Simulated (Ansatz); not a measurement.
**GaH3+ (doublet): one geometry, many settings at scale of all distances = 1.737**

Aim: run GaH3+ (doublet) at one geometry under a spread of methods and options, and see what each costs and gives.

Method: the settings change from run to run; program: Ansatz 0.2.0, Gaussian basis.

14 further runs of the same task are left out: 1 for a known fault of the program, 12 that didn't finish, 1 set aside as unsound or not needed.

## 1. The geometry

The geometry derives from a PBE0/def2-TZVP stationary point (not a proven minimum). All distances are scaled together. No spin-orbit coupling is included. The filled d shell of Ga may be among the frozen orbitals whatever the setting's name suggests; the logs give the count.

4 atoms, charge 1, spin multiplicity 2.

Atoms are counted from 1 here; the program's logs count them from 0.

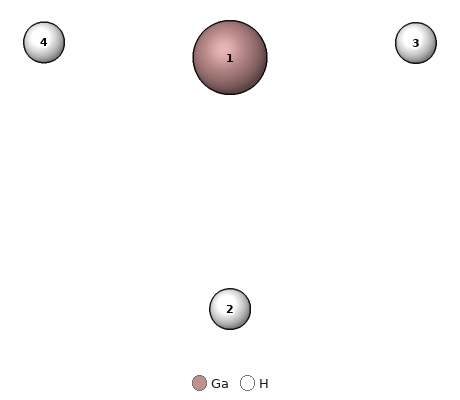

The geometry (gallium pink, hydrogen white); atoms are numbered from 1 in the order of the file.

## 2. NEVPT2(3,4)/def2-mTZVP

in.yaml

```yaml
crystal:
  periodic: [false, false, false]
  atoms:
    - {symbol: Ga, position_ang: [0.000000, 0.044003, 0.000000]}
    - {symbol: H, position_ang: [0.000000, -3.556087, 0.000000]}
    - {symbol: H, position_ang: [0.000000, 0.256100, -2.652694]}
    - {symbol: H, position_ang: [0.000000, 0.256100, 2.652694]}
basis:
  gaussian: {orbitals: def2-mTZVP}
total_charge: 1
magnetization: {spin_polarized: false, initial_magnetization: 1}
correlation: {method: sc_nevpt2, electrons: outside_noble_gas, active_space: {window: {electrons: 3, orbitals: 4}}}
output: {forces: true}
```

Command:

```bash
$ ansatz run in.yaml --threads 1 --pin off --events-out ev --progress --plain --max-ram 2393MiB
```

What it wrote:

```text
Functional definition: HF
  name "HF"
  cite "Fock, Z. Phys. 61, 126 (1930) doi:10.1007/BF01340294"
  parent pbe
  exchange = exact_x
  correlation = 0
440 factors; integrals over basis functions are off by at most 6.0e-4 eV
mean field evaluation 1: about -52363.3323 eV, gradient 7.3e0 eV
mean field evaluation 2: about -52363.3323 eV, gradient 7.3e0 eV
mean field evaluation 4: about -52365.1306 eV, gradient 1.6e0 eV
mean field evaluation 8: about -52364.6278 eV, gradient 3.5e0 eV
mean field evaluation 16: about -52355.9518 eV, gradient 4.3e0 eV
mean field -52365.18026842 eV, -1924.3848804705 hartree, gradient 2.3e-6 eV, S^2 0.750000; 0 other end points of the search recorded, 0 dependent functions left out
reference -52365.18026842 eV, -1924.3848804705 hartree; 17, 16 occupied and 28, 29 virtual orbitals, 440 factors
state -52368.79473480 eV, -1924.5177096601 hartree
state -52368.79473480 eV, -1924.5177096601 hartree; corrected -52369.50798426 eV, -1924.5439210940 hartree
the calculation of the forces begins
Total energy: -52369.50798426 eV, -1924.5439210940 hartree
Atom 0 at     0.000000     0.044003     0.000000 Å, force     0.000000     0.039186    -0.000000 eV/Å
Atom 1 at     0.000000    -3.556087     0.000000 Å, force    -0.000000     0.006917    -0.000000 eV/Å
Atom 2 at     0.000000     0.256100    -2.652694 Å, force    -0.000000    -0.023052     0.128768 eV/Å
Atom 3 at     0.000000     0.256100     2.652694 Å, force    -0.000000    -0.023052    -0.128768 eV/Å
Dipole moment:     0.000000     0.086346    -0.000000 e Å
```

Wall time 3 s (1 thread of Arm Neoverse V2, shared host).

From the report: 12 determinants; active occupations 1.18, 1.00, 0.82, 0.00.

## 3. CISD/def2-TZVP

Edit in.yaml of step 2 so:

```diff
@@ -8,6 +8,5 @@
 basis:
-  gaussian: {orbitals: def2-mTZVP}
+  gaussian: {orbitals: def2-TZVP}
 total_charge: 1
 magnetization: {spin_polarized: false, initial_magnetization: 1}
-correlation: {method: sc_nevpt2, electrons: outside_noble_gas, active_space: {window: {electrons: 3, orbitals: 4}}}
-output: {forces: true}
+correlation: {active_space: {ras: {orbitals: [2, 1, 49], electrons: 5, max_holes: 2, max_particles: 2}, fixed_orbitals: true}}
```

Same command.

What it wrote:

```text
Functional definition: HF
  name "HF"
  cite "Fock, Z. Phys. 61, 126 (1930) doi:10.1007/BF01340294"
  parent pbe
  exchange = exact_x
  correlation = 0
463 factors; integrals over basis functions are off by at most 9.7e-4 eV
mean field evaluation 1: about -52363.4447 eV, gradient 7.4e0 eV
mean field evaluation 2: about -52363.4445 eV, gradient 7.4e0 eV
mean field evaluation 4: about -52365.2567 eV, gradient 1.6e0 eV
mean field evaluation 8: about -52365.2929 eV, gradient 5.1e-1 eV
mean field evaluation 16: about -52365.3030 eV, gradient 1.8e-6 eV
mean field evaluation 32: about -52365.3030 eV, gradient 3.9e-2 eV
mean field -52365.30301939 eV, -1924.3893914854 hartree, gradient 1.8e-6 eV, S^2 0.750000; 0 other end points of the search recorded, 0 dependent functions left out
reference -52365.30301939 eV, -1924.3893914854 hartree; 17, 16 occupied and 49, 50 virtual orbitals, 463 factors
state -52369.53510205 eV, -1924.5449176547 hartree
Total energy: -52369.53510205 eV, -1924.5449176547 hartree
```

Run time: 1.2 s. Hardware: 1 thread of Arm Neoverse V2, shared host.

From the report: 7,639 determinants.

## 4. BCCD(T) on UHF/aug-cc-pVDZ

in.yaml

```yaml
crystal:
  periodic: [false, false, false]
  atoms:
    - {symbol: Ga, position_ang: [0.000000, 0.044003, 0.000000]}
    - {symbol: H, position_ang: [0.000000, -3.556087, 0.000000]}
    - {symbol: H, position_ang: [0.000000, 0.256100, -2.652694]}
    - {symbol: H, position_ang: [0.000000, 0.256100, 2.652694]}
basis:
  gaussian: {orbitals: aug-cc-pVDZ}
total_charge: 1
magnetization: {spin_polarized: true, initial_magnetization: 1}
correlation: {method: bccd_t, electrons: outside_noble_gas}
accuracy: high
scf: {lower_state_search: off}
output: {forces: true}
```

Same command.

What it wrote (excerpt; [...] marks lines left out):

```text
Functional definition: HF
  name "HF"
  cite "Fock, Z. Phys. 61, 126 (1930) doi:10.1007/BF01340294"
  parent pbe
[...]
1227 factors; integrals over basis functions are off by at most 4.8e-9 eV
[...]
mean field -52368.04506745 eV, -1924.4901598928 hartree, gradient 1.3e-8 eV, S^2 1.767223; 1 other end points of the search recorded, 0 dependent functions left out
14 core orbitals not correlated: weight in the atoms' cores, before any rotation towards them, 1.000 or more for the frozen orbitals, at most 0.000 for the correlated occupied ones
reference -52368.04506745 eV, -1924.4901598928 hartree; 3, 2 occupied and 46, 47 virtual orbitals, 1227 factors
second order -0.70802116 eV of doubles, -0.00000000 eV of singles
cycle   1  -0.93376398 eV  change   -2.3e-1 eV  update   5.4e-2
[...]
cycle  57  -1.09925344 eV  change   4.5e-11 eV  update  1.8e-10
perturbative correction -0.01407187 eV, -0.0005171317 hartree
[...]
WARN: the results are in doubt because the forces break the atoms' symmetry
Total energy: -52369.15839276 eV, -1924.5310738435 hartree
Atom 0 at     0.000000     0.044003     0.000000 Å, force    -0.000000     0.012990     0.002532 eV/Å
Atom 1 at     0.000000    -3.556087     0.000000 Å, force     0.000000     0.030036    -0.001469 eV/Å
Atom 2 at     0.000000     0.256100    -2.652694 Å, force    -0.000000    -0.022467     0.205710 eV/Å
Atom 3 at     0.000000     0.256100     2.652694 Å, force    -0.000000    -0.020559    -0.206773 eV/Å
Dipole moment:    -0.000000     0.049576    -0.000165 e Å
In doubt: the forces break the atoms' symmetry
Checks for a lower state left out: starts, cluster_reference, orbital_swaps, neighbouring_geometries, increment
```

It took 20 s on 1 thread of Arm Neoverse V2, shared host; peak memory 0.51 GiB.

From the report: ⟨S²⟩ of the determinant 1.767 (pure doublet: 0.75); correlation -1.1133 eV; largest double amplitude 0.08. The determinant is far from a pure spin state, so its energy mixes those of several spin states (harmless only where they are near-degenerate, as at dissociation). Mind the lines of doubt at the end of the log.

## 5. CCSD/aug-cc-pVDZ

in.yaml

```yaml
crystal:
  periodic: [false, false, false]
  atoms:
    - {symbol: Ga, position_ang: [0.000000, 0.044003, 0.000000]}
    - {symbol: H, position_ang: [0.000000, -3.556087, 0.000000]}
    - {symbol: H, position_ang: [0.000000, 0.256100, -2.652694]}
    - {symbol: H, position_ang: [0.000000, 0.256100, 2.652694]}
basis:
  gaussian: {orbitals: aug-cc-pVDZ, fitting: {mean_field: def2-universal-jkfit}}
total_charge: 1
magnetization: {spin_polarized: false, initial_magnetization: 1}
hamiltonian: {xc: {name: B3LYP}}
correlation: {method: ccsd, electrons: outside_noble_gas}
scf: {lower_state_search: off}
```

The command is unchanged.

What it wrote (excerpt; [...] marks lines left out):

```text
Functional definition: B3LYP
  name "B3LYP"
  cite "Stephens, Devlin, Chabalowski & Frisch, J. Phys. Chem. 98, 11623 (1994) doi:10.1021/j100096a001"
  cite "Becke, Phys. Rev. A 38, 3098 (1988) doi:10.1103/PhysRevA.38.3098"
  cite "Lee, Yang & Parr, Phys. Rev. B 37, 785 (1988) doi:10.1103/PhysRevB.37.785"
  cite "Vosko, Wilk & Nusair, Can. J. Phys. 58, 1200 (1980) doi:10.1139/p80-159"
[...]
320 factors; integrals over basis functions are off by at most 6.6e-1 eV
[...]
mean field -52411.36268464 eV, -1926.0820529630 hartree, gradient 2.2e-6 eV, S^2 0.750000; 0 other end points of the search recorded, 0 dependent functions left out
14 core orbitals not correlated: weight in the atoms' cores, before any rotation towards them, 1.000 or more for the frozen orbitals, at most 0.000 for the correlated occupied ones
reference -52363.76447571 eV, -1924.3328510481 hartree; 3, 2 occupied and 46, 47 virtual orbitals, 320 factors
second order -3.60474928 eV of doubles, -0.30771498 eV of singles
cycle   1  -2.97972493 eV  change   -9.4e-1 eV  update   1.4e-1
[...]
cycle  20  -5.14771846 eV  change    9.9e-7 eV  update   3.5e-7
WARN: these amplitudes may be one of several solutions (largest doubles amplitude 0.75, level shift 8.48 eV)
Total energy: -52368.91219418 eV, -1924.5220262124 hartree
Checks for a lower state left out: stability, starts, cluster_reference, orbital_swaps, neighbouring_geometries, increment
```

Wall time 2.4 s (1 thread of Arm Neoverse V2, shared host).

From the report: correlation -5.1477 eV; T1 0.069; largest double amplitude 0.75. The orbitals are Kohn-Sham ones, so correlation energy and T1 don't compare with those on Hartree-Fock orbitals. The report flags that the cluster equations may have other roots.

## 6. CCSD(T)/def2-TZVP

in.yaml

```yaml
crystal:
  periodic: [false, false, false]
  atoms:
    - {symbol: Ga, position_ang: [0.000000, 0.044003, 0.000000]}
    - {symbol: H, position_ang: [0.000000, -3.556087, 0.000000]}
    - {symbol: H, position_ang: [0.000000, 0.256100, -2.652694]}
    - {symbol: H, position_ang: [0.000000, 0.256100, 2.652694]}
basis:
  gaussian: {orbitals: def2-TZVP}
total_charge: 1
magnetization: {spin_polarized: true, initial_magnetization: 1}
hamiltonian: {xc: {name: PBE}}
correlation: {method: ccsd_t, electrons: valence}
output: {forces: true}
```

The command is unchanged.

What it wrote (excerpt; [...] marks lines left out):

```text
Functional definition: PBE
  name "PBE"
  cite "Perdew, Burke & Ernzerhof, Phys. Rev. Lett. 77, 3865 (1996) doi:10.1103/PhysRevLett.77.3865"
  parent pbe
[...]
463 factors; integrals over basis functions are off by at most 9.7e-4 eV
[...]
mean field -52403.98991997 eV, -1925.8111088586 hartree, gradient 3.2e-6 eV, S^2 1.701585; 10 other end points of the search recorded, 0 dependent functions left out
9 core orbitals not correlated: weight in the atoms' cores, before any rotation towards them, 1.000 or more for the frozen orbitals, at most 0.000 for the correlated occupied ones
reference -52368.04250151 eV, -1924.4900655965 hartree; 8, 7 occupied and 49, 50 virtual orbitals, 463 factors
second order -5.12766980 eV of doubles, -0.66722486 eV of singles
cycle   1  -5.01811453 eV  change    7.3e-1 eV  update   8.9e-2
[...]
cycle  20  -5.42445804 eV  change    6.1e-7 eV  update   2.2e-6
perturbative correction -0.26659271 eV, -0.0097971015 hartree
[...]
WARN: the results are in doubt because the forces break the atoms' symmetry
Total energy: -52373.73355227 eV, -1924.6992078542 hartree
Atom 0 at     0.000000     0.044003     0.000000 Å, force    -0.000000     0.015521     0.002165 eV/Å
Atom 1 at     0.000000    -3.556087     0.000000 Å, force     0.000000     0.028458    -0.001283 eV/Å
Atom 2 at     0.000000     0.256100    -2.652694 Å, force     0.000000    -0.022825     0.221692 eV/Å
Atom 3 at     0.000000     0.256100     2.652694 Å, force    -0.000000    -0.021154    -0.222574 eV/Å
Dipole moment:    -0.000000     0.075192    -0.000156 e Å
In doubt: the forces break the atoms' symmetry
```

It took 25 s on 1 thread of Arm Neoverse V2, shared host; peak memory 0.29 GiB.

From the report: ⟨S²⟩ of the determinant 1.702 (pure doublet: 0.75); correlation -5.6911 eV; T1 0.028; largest double amplitude 0.10. The determinant is far from a pure spin state, so its energy mixes those of several spin states (harmless only where they are near-degenerate, as at dissociation). The orbitals are Kohn-Sham ones, so correlation energy and T1 don't compare with those on Hartree-Fock orbitals. The program marks this result as in doubt; its last lines say why.

## 7. MP2 on ROHF/aug-cc-pVDZ

in.yaml

```yaml
crystal:
  periodic: [false, false, false]
  atoms:
    - {symbol: Ga, position_ang: [0.000000, 0.044003, 0.000000]}
    - {symbol: H, position_ang: [0.000000, -3.556087, 0.000000]}
    - {symbol: H, position_ang: [0.000000, 0.256100, -2.652694]}
    - {symbol: H, position_ang: [0.000000, 0.256100, 2.652694]}
basis:
  gaussian: {orbitals: aug-cc-pVDZ}
total_charge: 1
magnetization: {spin_polarized: false, initial_magnetization: 1}
correlation: {method: mp2, electrons: outside_noble_gas}
accuracy: high
```

Same command.

What it wrote (excerpt; [...] marks lines left out):

```text
Functional definition: HF
  name "HF"
  cite "Fock, Z. Phys. 61, 126 (1930) doi:10.1007/BF01340294"
  parent pbe
[...]
1227 factors; integrals over basis functions are off by at most 4.8e-9 eV
[...]
mean field -52364.46731926 eV, -1924.3586800721 hartree, gradient 1.3e-8 eV, S^2 0.750000; 1 other end points of the search recorded, 0 dependent functions left out
[...]
unrestricted determinant -52368.04506744 eV, -1924.4901598927 hartree, S^2 1.7672
14 core orbitals not correlated: weight in the atoms' cores, before any rotation towards them, 1.000 or more for the frozen orbitals, at most 0.000 for the correlated occupied ones
reference -52364.46731926 eV, -1924.3586800721 hartree; 3, 2 occupied and 46, 47 virtual orbitals, 1227 factors
second order -2.50727496 eV of doubles, -0.00008860 eV of singles
WARN: the method's energy lies above the unrestricted determinant's, so it is not that of the lowest state
Total energy: -52366.97468283 eV, -1924.4508239835 hartree
```

It took 2.3 s on 1 thread of Arm Neoverse V2, shared host.

The report marks this result as in doubt.

## 8. CISD/aug-cc-pVDZ

Edit in.yaml of step 7 so:

```diff
@@ -11,3 +11,3 @@
 magnetization: {spin_polarized: false, initial_magnetization: 1}
-correlation: {method: mp2, electrons: outside_noble_gas}
-accuracy: high
+correlation: {active_space: {ras: {orbitals: [2, 1, 46], electrons: 5, max_holes: 2, max_particles: 2}, fixed_orbitals: true}}
+scf: {lower_state_search: off}
```

Launched as before.

What it wrote:

```text
Functional definition: HF
  name "HF"
  cite "Fock, Z. Phys. 61, 126 (1930) doi:10.1007/BF01340294"
  parent pbe
  exchange = exact_x
  correlation = 0
these checks for a lower state are left out or cut short: stability, starts, cluster_reference, orbital_swaps, neighbouring_geometries, increment
659 factors; integrals over basis functions are off by at most 5.5e-4 eV
mean field evaluation 1: about -52362.0578 eV, gradient 7.2e0 eV
mean field evaluation 2: about -52362.0578 eV, gradient 7.2e0 eV
mean field evaluation 4: about -52364.1506 eV, gradient 2.9e0 eV
mean field evaluation 8: about -52364.4618 eV, gradient 3.7e-1 eV
mean field -52364.46731957 eV, -1924.3586800833 hartree, gradient 3.0e-6 eV, S^2 0.750000; 0 other end points of the search recorded, 0 dependent functions left out
reference -52364.46731957 eV, -1924.3586800833 hartree; 17, 16 occupied and 46, 47 virtual orbitals, 659 factors
state -52368.69018981 eV, -1924.5138677023 hartree
Total energy: -52368.69018981 eV, -1924.5138677023 hartree
Checks for a lower state left out: stability, starts, cluster_reference, orbital_swaps, neighbouring_geometries, increment
```

It took 1.1 s on 1 thread of Arm Neoverse V2, shared host.

From the report: 6,976 determinants.

## 9. CCSDT(Q) on UHF/cc-pVDZ

in.yaml

```yaml
crystal:
  periodic: [false, false, false]
  atoms:
    - {symbol: Ga, position_ang: [0.000000, 0.044003, 0.000000]}
    - {symbol: H, position_ang: [0.000000, -3.556087, 0.000000]}
    - {symbol: H, position_ang: [0.000000, 0.256100, -2.652694]}
    - {symbol: H, position_ang: [0.000000, 0.256100, 2.652694]}
basis:
  gaussian: {orbitals: cc-pVDZ}
total_charge: 1
magnetization: {spin_polarized: true, initial_magnetization: 1}
correlation: {method: ccsdt_q, electrons: outside_noble_gas}
```

Launched as before.

What it wrote (excerpt; [...] marks lines left out):

```text
Functional definition: HF
  name "HF"
  cite "Fock, Z. Phys. 61, 126 (1930) doi:10.1007/BF01340294"
  parent pbe
[...]
765 factors; integrals over basis functions are off by at most 2.5e-7 eV
[...]
mean field -52367.96581113 eV, -1924.4872472769 hartree, gradient 8.5e-6 eV, S^2 1.767686; 9 other end points of the search recorded, 0 dependent functions left out
determinant -52367.96581113 eV, -1924.4872472769 hartree, with singles and doubles -52369.01052759 eV, -1924.5256398986 hartree
determinant -52367.88170048 eV, -1924.4841562675 hartree, with singles and doubles -52368.94030741 eV, -1924.5230593545 hartree
determinant -52367.96581113 eV, -1924.4872472769 hartree, with singles and doubles -52369.02379905 eV, -1924.5261276160 hartree
determinant -52367.88170048 eV, -1924.4841562675 hartree, with singles and doubles -52368.94256081 eV, -1924.5231421654 hartree
determinant -52364.36663595 eV, -1924.3549800287 hartree, with singles and doubles -52368.25451483 eV, -1924.4978569421 hartree
14 core orbitals not correlated: weight in the atoms' cores, before any rotation towards them, 1.000 or more for the frozen orbitals, at most 0.000 for the correlated occupied ones
reference -52367.96581113 eV, -1924.4872472769 hartree; 3, 2 occupied and 25, 26 virtual orbitals, 765 factors
second order -0.67665797 eV of doubles, -0.00000000 eV of singles
cycle   1  -0.89190200 eV  change   -2.2e-1 eV  update   5.3e-2
[...]
cycle  12  -1.10897010 eV  change   -1.0e-7 eV  update   8.4e-8
perturbative correction -0.00720052 eV, -0.0002646143 hartree
Total energy: -52369.08198175 eV, -1924.5282657907 hartree
```

It took 10 s on 1 thread of Arm Neoverse V2, shared host.

From the report: ⟨S²⟩ of the determinant 1.768 (pure doublet: 0.75); correlation -1.1162 eV; T1 0.047; largest double amplitude 0.22. The determinant is far from a pure spin state, so its energy mixes those of several spin states (harmless only where they are near-degenerate, as at dissociation).

## 10. NEVPT2(5,6)/6-31G*

Edit in.yaml of step 9 so:

```diff
@@ -8,5 +8,5 @@
 basis:
-  gaussian: {orbitals: cc-pVDZ}
+  gaussian: {orbitals: "6-31G*"}
 total_charge: 1
-magnetization: {spin_polarized: true, initial_magnetization: 1}
-correlation: {method: ccsdt_q, electrons: outside_noble_gas}
+magnetization: {spin_polarized: false, initial_magnetization: 1}
+correlation: {method: sc_nevpt2, electrons: valence, active_space: {window: {electrons: 5, orbitals: 6}, states: [{multiplicity: 2, weights: [1, 1]}], root: 1}}
```

Launched as before.

What it wrote (excerpt; [...] marks lines left out):

```text
Functional definition: HF
  name "HF"
  cite "Fock, Z. Phys. 61, 126 (1930) doi:10.1007/BF01340294"
  parent pbe
[...]
664 factors; integrals over basis functions are off by at most 2.1e-7 eV
[...]
mean field -52357.60861434 eV, -1924.1066273154 hartree, gradient 3.7e-6 eV, S^2 0.750000; 3 other end points of the search recorded, 0 dependent functions left out
reference -52357.60861434 eV, -1924.1066273154 hartree; 17, 16 occupied and 24, 25 virtual orbitals, 664 factors
state -52361.83649119 eV, -1924.2619989235 hartree
state -52361.70724152 eV, -1924.2572490859 hartree
state -52361.83649119 eV, -1924.2619989235 hartree; corrected -52367.14609043 eV, -1924.4571230968 hartree
state -52361.70724152 eV, -1924.2572490859 hartree; corrected -52367.00888939 eV, -1924.4520810517 hartree
Total energy: -52367.00888939 eV, -1924.4520810517 hartree
```

It took 2.7 s on 1 thread of Arm Neoverse V2, shared host.

From the report: 76 determinants; active occupations (of the averaged states) 1.92, 1.10, 1.00, 0.90, 0.04, 0.04.

## 11. The runs in one table

Where basis and cores are those of an earlier FCI/aug-cc-pVDZ run (-52369.2088 eV), and the state is the same kind, the miss against it is given. † marks a result that the program doubts.

```csv
level,correlated,functions,energy (eV),from FCI (meV),time
"NEVPT2(3,4)/def2-mTZVP",outside noble gas,45,-52369.5080,,3 s
CISD/def2-TZVP,outside noble gas,66,-52369.5351,,1.2 s
BCCD(T) on UHF/aug-cc-pVDZ †,outside noble gas,63,-52369.1584,50.4,20 s
CCSD/aug-cc-pVDZ (on B3LYP orbitals) †,outside noble gas,63,-52368.9122,296.6,2.4 s
CCSD(T)/def2-TZVP (on PBE orbitals) †,valence,66,-52373.7336,,25 s
MP2 on ROHF/aug-cc-pVDZ †,outside noble gas,63,-52366.9747,2234.1,2.3 s
CISD/aug-cc-pVDZ,outside noble gas,63,-52368.6902,518.6,1.1 s
CCSDT(Q) on UHF/cc-pVDZ,outside noble gas,42,-52369.0820,,10 s
"NEVPT2(5,6)/6-31G* (excited root 1 of an average)",valence,41,-52367.0089,,2.7 s
```

## 12. What came out

| quantity | value |
| --- | --- |
| runs | 9 |
| quickest | CISD/aug-cc-pVDZ, 1.1 s |
| slowest | CCSD(T)/def2-TZVP (on PBE orbitals) †, 25 s |

What this shows: Total energies in different bases, with other cores or another treatment of relativity can't be set against each other. CCSD(T)/def2-TZVP (on PBE orbitals) † took 22 times as long as CISD/aug-cc-pVDZ; the jobs differ in more than the method. Among the correlated runs with a miss given, it spans +50 to +2234 meV. Cores frozen from Kohn-Sham orbitals shift the total energy.
